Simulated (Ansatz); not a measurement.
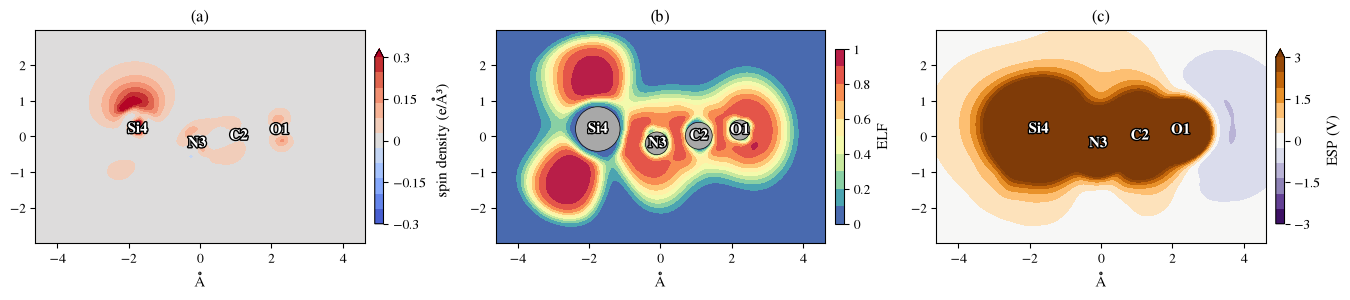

CHFNOSi (doublet). (a) spin density; (b) electron localisation function; (c) molecular electrostatic potential on the plane of atoms C2, N3 and Si4. Grey discs cover the atomic cores in the ELF map.

Geometry: PBE0-D4/def2-TZVP.

Level of theory: Ansatz 0.2.0, UKS PBE0-D4/def2-TZVPP.

```xyz
6

O    -1.4932    1.2273    1.9991
C    -0.9068    0.7544    1.1154
N    -0.3040    0.3063    0.1808
Si    0.4395   -0.9039   -0.7553
F     1.9956   -0.9257   -0.3996
H     0.3109   -0.5224   -2.1867
```

> Read the bonding off the picture.

The plane passes through O, C, N and Si nuclei.
C–O (1.16 Å): the ELF peaks at about 0.85 between the atoms; a short, multiple covalent bond.
C–N (1.20 Å): the ELF peaks at about 0.85 between the atoms: a short, multiple covalent bond.
Si–N (1.70 Å): the ELF peaks at about 0.90 between the atoms: a shared but strongly polarised pair.
The ELF also peaks beside O1 and Si4, away from the bonds: non-bonding electrons, paired or unpaired.
The unpaired spin (1 electron) lies mostly on Si4 (about 0.8) and H6 (about 0.1), in electrons by Hirshfeld's partition.
Outside the dense part of the molecule the potential is most negative (−0.8 V) near O1.
